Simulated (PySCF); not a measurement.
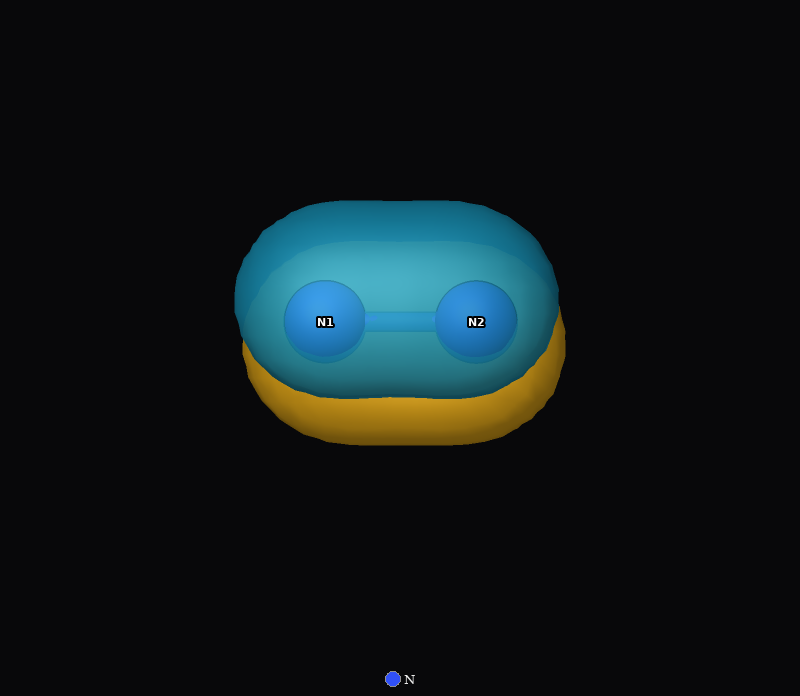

N2, SMILES `N#N`. Intrinsic bond orbitals (IBO), occupied; each surface holds about 80 % of the orbital's density. Energies are diagonal elements of the Fock matrix.

Computed with PySCF, PBE0/def2-SVP, geometry: GFN2-xTB. No frequency check shows the geometry to be a minimum.

Input

```python
import numpy as np
from pyscf import gto, scf, dft, lo
from pyscf.data.elements import chemcore

def solve(mol, dm0=None, hcore=None):
    mf = (dft.UKS if mol.spin else dft.RKS)(mol, xc='pbe0')
    mf.grids.level = 3
    mf = mf.density_fit(auxbasis='def2-universal-jkfit')
    mf.conv_tol, mf.max_cycle = 1e-8, 80
    if hcore is not None:
        mf.get_hcore = lambda *args: hcore
    mf.kernel(dm0)
    if not mf.converged:
        mf = mf.newton().run(mf.mo_coeff, mf.mo_occ, max_cycle=30)
    assert mf.converged, 'SCF not converged'
    return mf

mol = gto.M(atom='''
N      0.54911     0.00000     0.00000
N     -0.54911     0.00000     0.00000
''', basis='def2-svp', charge=0, spin=0, verbose=4)
mf = solve(mol)
occ_all = mf.mo_coeff[:, mf.mo_occ > 0]
occ = occ_all[:, chemcore(mol):]
loc = lo.ibo.ibo(mol, occ, iaos=lo.iao.iao(mol, occ_all))
fock, s = mf.get_fock(), mf.get_ovlp()
ortho = lo.orth_ao(mol, 'meta_lowdin')
ortho = lo.vec_lowdin(lo.iao.iao(mol, occ_all), s)
labels = lo.iao.reference_mol(mol).ao_labels(fmt=None)
vir = lo.vvo.livvo(mol, occ_all, mf.mo_coeff[:, mf.mo_occ == 0])
both = np.hstack([loc, vir])
p = (ortho.T @ s @ both) ** 2
pop = np.array([p[[l[0] == a for l in labels]].sum(0) for a in range(mol.natm)])
spd = np.array([[p[[l[0] == a and l[2][-1] == k for l in labels]].sum(0) for k in 'spd'] for a in range(mol.natm)])
eps = np.einsum('pi,pq,qi->i', both, fock, both)
for i in np.argsort(eps):
    top = np.argsort(-pop[:, i])[:3]
    print('%3d %s %9.4f Eh ' % (i + 1, 'occ' if i < loc.shape[1] else 'vir', eps[i]), '  '.join('%s%d %.3f' % (mol.atom_symbol(a), a + 1, pop[a, i]) for a in top))
np.savez('result.npz', c=both, nocc=loc.shape[1], pop=pop, spd=spd, eps=eps, e=mf.e_tot)
```

Launched as:

```sh
OMP_NUM_THREADS=1 python input.py
```

The run took 0.64 s on 1 thread of AMD EPYC 9R45 (Zen 5), with other jobs on the host, peak memory 0.19 GiB.

What does this orbital represent?

π bond N2–N1 (N2 50 %, N1 50 %; −13.1 eV).
